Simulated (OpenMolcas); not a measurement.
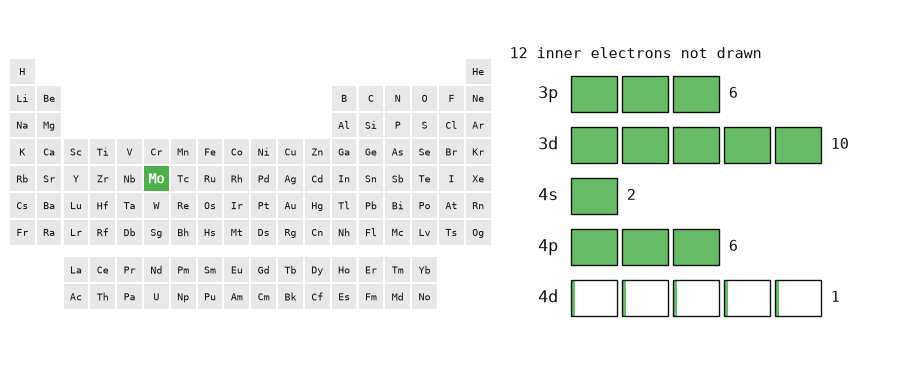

Left, the place of molybdenum in the periodic table; right, the outer shells of the leading configuration of the lowest level: a box for each of the 2l + 1 orbitals, shaded by the share of the shell that is filled, with the electron count at the right.

## Run report: Mo⁵⁺ complex, multiconfigurational calculation

System: Mo⁵⁺ with 6 ligands (NH3 and H2O; tetragonal octahedron, 1.99 Å), with no charges around it.
Method: state-averaged SS-CASPT2, IPEA shift 0.25, imaginary shift 0.1 hartree, closed shells 4s 4p of the metal and the valence shells of the ligands correlated, active space 1 electron in the shell 4d, basis ANO-RCC-VTZP on the metal and ANO-RCC-VDZP on the ligands, DKH2 scalar Hamiltonian, spin-orbit coupling by RASSI with atomic mean-field integrals (OpenMolcas).

Output (extracts):
```
--- CASPT2 ---
Orbital specifications:
      -----------------------

      Symmetry species                           1   2
                                                ag  au
      Frozen orbitals                           11   9
      Inactive orbitals                         13  15
      Active orbitals                            5   0
      Secondary orbitals                        89  90
      Deleted orbitals                           0   0
      Number of basis functions                118 114
Type of calculation                        SS-CASPT2
      Fock operator                              state-specific
      IPEA shift                                 0.25
      Real shift                                 0.00
      Imaginary shift                            0.10
      The input orbitals will be transformed to quasi-canonical
Reference energy:       -4420.1235839007
      E2 (Non-variational):      -1.6681816513
      Shift correction:          -0.0015361968
      E2 (Variational):          -1.6697178482
      Total energy:           -4421.7933017489
      Residual norm:              0.0000001297
      Reference weight:           0.68547
      Contributions to the CASPT2 correlation energy
      Active & Virtual Only:         -0.0000000009
      One Inactive Excited:          -0.0828741226
      Two Inactive Excited:          -1.5853075278
Reference energy:       -4420.1101072708
      E2 (Non-variational):      -1.6687373555
      Shift correction:          -0.0015395970
      E2 (Variational):          -1.6702769525
      Total energy:           -4421.7803842233
      Residual norm:              0.0000001610
      Reference weight:           0.68539
      Contributions to the CASPT2 correlation energy
      Active & Virtual Only:         -0.0000000009
      One Inactive Excited:          -0.0846560178
      Two Inactive Excited:          -1.5840813368
::    CASPT2 Root  1     Total energy:  -4421.79330175
::    CASPT2 Root  2     Total energy:  -4421.78038422
::    CASPT2 Root  3     Total energy:  -4421.75251911
::    CASPT2 Root  4     Total energy:  -4421.55365365
::    CASPT2 Root  5     Total energy:  -4421.49708937
```

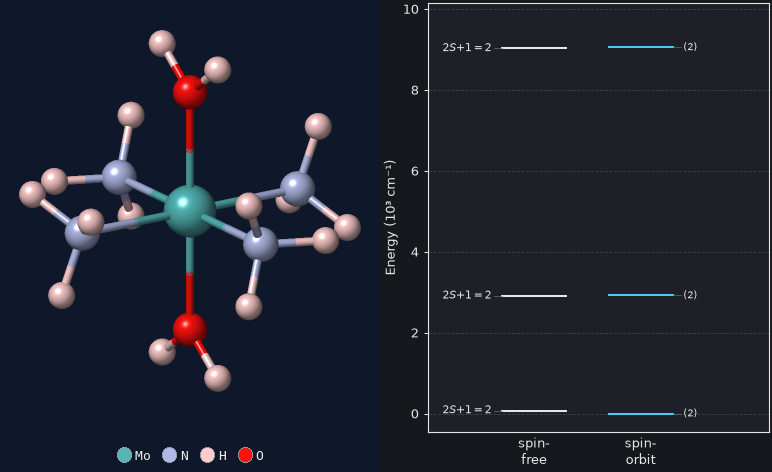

Mo⁵⁺ (4d) with 6 ligands, NH₃ with axial H₂O, at 1.99 Å (arrangement: tetragonal octahedron, Ci), axial distortion 0.97, and its levels. Labels give the representation in O, Td, D4 or D3 as the site allows (double group for half-integer spin) where it could be assigned and, in brackets, the degeneracy; spin-free states, where drawn, share the zero of the spin-orbit levels. The ground level is a Kramers doublet, 100 % from states of spin multiplicity 2. Its principal g values are 1.54, 1.81 and 1.85. The next level lies at 2,920 cm⁻¹.

The input:
```
&GATEWAY
Coord
23

Mo 0.0 0.0 0.0
N 1.990000 0.000000 0.000000
H 2.372099 0.945728 0.000000
H 2.372099 -0.472864 0.819024
H 2.372099 -0.472864 -0.819024
N 0.000000 1.990000 0.000000
H 0.000000 2.372099 0.945728
H 0.819024 2.372099 -0.472864
H -0.819024 2.372099 -0.472864
N -1.990000 0.000000 0.000000
H -2.372099 -0.945728 0.000000
H -2.372099 0.472864 -0.819024
H -2.372099 0.472864 0.819024
N 0.000000 -1.990000 0.000000
H 0.000000 -2.372099 -0.945728
H -0.819024 -2.372099 0.472864
H 0.819024 -2.372099 0.472864
O 0.000000 0.000000 1.930300
H 0.779741 0.000000 2.507278
H -0.779741 0.000000 2.507278
O 0.000000 0.000000 -1.930300
H 0.779741 0.000000 -2.507278
H -0.779741 0.000000 -2.507278
Basis=Mo.ANO-RCC-VTZP,H.ANO-RCC-VDZP,N.ANO-RCC-VDZP,O.ANO-RCC-VDZP
Group=XYZ
NoMove
AngMom=0.0 0.0 0.0
AMFI
RICD
&SEWARD
&RASSCF
FileOrb=start.orb
Symmetry=1
Spin=2
nActEl=1 0 0
Inactive=24 24
Ras2=5 0
CIRoot=5 5 1
SDav=5
CIMx=300
Iter=150 100
PrWF=0.3
OrbListing=Nothing
MaxOrb=0
LevShft=1.0
>>> COPY $Project.JobIph JOB001
&RASSI
NrOfJobIphs=1 5
1 2 3 4 5
IphNames
JOB001
EJob
SpinOrbit
DIPRint=1.0
SOCoupling=1000.0
Subsets=2
Property=9
'ANGMOM' 1 'ANGMOM' 2 'ANGMOM' 3 'MLTPL  1' 1 'MLTPL  1' 2 'MLTPL  1' 3
'AMFI' 1 'AMFI' 2 'AMFI' 3
SOProperty=3
'ANGMOM' 1 'ANGMOM' 2 'ANGMOM' 3
>>> COPY JOB001 $Project.JobIph
&CASPT2
Multistate=5 1 2 3 4 5
NoMult
Frozen=11 9
IPEA=0.25
Imaginary=0.1
MaxIter=60
WThr=0.0 0.3 0.05
PrWF=0.5
NoMix
```

The file start.orb holds starting orbitals from an earlier step. A driver script formed the levels outside the program, from RASSI's spin-orbit matrix and the CASPT2 energies (for multi-state variants, the effective Hamiltonian), averaged over the components of each term or state. The log and the time are those of the CASPT2 step.

Launched with:
```bash
OMP_NUM_THREADS=1 MOLCAS_MEM=2457 MOLCAS_PROJECT=a pymolcas a.inp > a.log  # once for each step of the input, in one work folder
```

Results in brief:

```tsv
quantity	value
outcome	converged
energy of the lowest spin-free term	−4421.79330 hartree
energy of the lowest spin-orbit level	−4421.79363 hartree
CASPT2 correlation energy	−1.6697 hartree
largest spread among components of a term	0.0 cm⁻¹
lowest reference weight	0.685
hardware	1 thread of Arm Neoverse V2, 24 GiB of memory available, shared host
wall time	49 s
peak memory	0.4 GiB
```

Notes:

To bear in mind: covalent bonds, ligand orbitals missing from the active space; distances are set from ionic radii, not optimised.
